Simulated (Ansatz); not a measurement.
**Energy against volume for Nb5Si3 (space group I4/mcm)**

Nb$_{5}$Si$_{3}$ (space group I4/mcm)

```yaml
crystal:
  lattice:
    - [-3.27432, 3.27432, 5.90315]
    - [3.27432, -3.27432, 5.90315]
    - [3.27432, 3.27432, -5.90315]
  atoms:
    - { symbol: Nb, position: [0.01690, 0.18471, 0.50000] }
    - { symbol: Nb, position: [0.98310, 0.81529, 0.50000] }
    - { symbol: Nb, position: [0.18471, 0.68471, 0.16781] }
    - { symbol: Nb, position: [0.81529, 0.31529, 0.83219] }
    - { symbol: Nb, position: [0.68471, 0.51690, 0.50000] }
    - { symbol: Nb, position: [0.31529, 0.48310, 0.50000] }
    - { symbol: Nb, position: [0.51690, 0.01690, 0.83219] }
    - { symbol: Nb, position: [0.48310, 0.98310, 0.16781] }
    - { symbol: Nb, position: [0.50000, 0.50000, 0.00000] }
    - { symbol: Nb, position: [0.00000, 0.00000, 0.00000] }
    - { symbol: Si, position: [0.12935, 0.62935, 0.75870] }
    - { symbol: Si, position: [0.87065, 0.37065, 0.24130] }
    - { symbol: Si, position: [0.62935, 0.87065, 0.50000] }
    - { symbol: Si, position: [0.37065, 0.12935, 0.50000] }
    - { symbol: Si, position: [0.75000, 0.75000, 0.00000] }
    - { symbol: Si, position: [0.25000, 0.25000, 0.00000] }
```

Equation-of-state scan: isotropic scaling of the cell above, V₀ being its volume. The atoms relax within the cell's symmetry.

Computed with PBEsol (plane waves to 420 eV, PAW, scalar-relativistic; Ansatz, a program for electronic structure). k mesh 8×8×8 (Γ-centred), Fermi-Dirac smearing 0.05 eV. E stands for the smeared free energy. With the shape held, the modulus is that of even scaling; a crystal free to change shape is softer. Nb5Si3 is run without spin polarisation. Nb5Si3 was relaxed with its symmetry unable to fall. ΔE is measured from the relaxed starting cell.

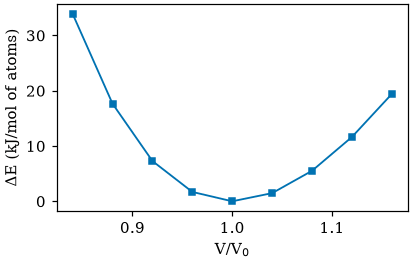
*ΔE (kJ/mol of atoms) against V/V₀; one marker a computed point.*

The pressure at the smallest volume is 51.5 GPa and the energy cost of the largest compression comes out as 351 meV/atom. The pressure derivative B₀′ (fit) comes out as 4.2, the energy cost of the largest expansion is 201 meV/atom and the pressure for 5 % compression (fit) is 11.8 GPa.

P = (3B₀/2)(x⁷ − x⁵)[1 + ¾(B₀′ − 4)(x² − 1)] with x = (1/0.95)^(1/3), B₀ = 206 GPa and B₀′ = 4.16.

(Under strain, the slope of the energy per volume gives the stress and its curvature an elastic modulus.)
